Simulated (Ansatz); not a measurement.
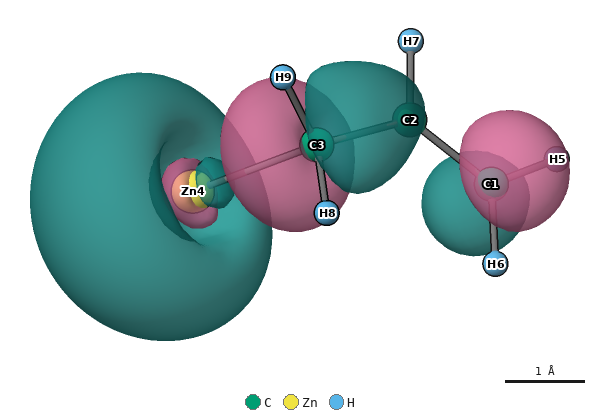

Figure 1: C3H5Zn (SMILES C=C[CH2][Zn]) (doublet). One frontier orbital at ±0.1 Å⁻³ᐟ² (teal and pink are the two phases), seen at a tilt.

Geometry: PBE0-D3(BJ)/def2-SVP.

The calculation used Ansatz 0.2.0, isolated molecule in a Gaussian basis; Kohn-Sham density functional theory, functional PBE0.

```xyz
9

C    -1.0726   -0.6355    1.4498
C    -0.4449    0.4334    0.9272
C     0.4429    0.4392   -0.2335
Zn    2.4378    0.3442    0.3944
H    -1.7020   -0.5465    2.3382
H    -0.9817   -1.6292    0.9987
H    -0.5792    1.3984    1.4345
H     0.3453   -0.4412   -0.8872
H     0.4213    1.3690   -0.8208
```

Q: Which orbital is it: HOMO (β) or LUMO (β)?

A: The LUMO (β), at −2.44 eV. By Hirshfeld shares it lies mainly on Zn4 (about 65 %), C3 (about 20 %) and C1 (about 10 %).
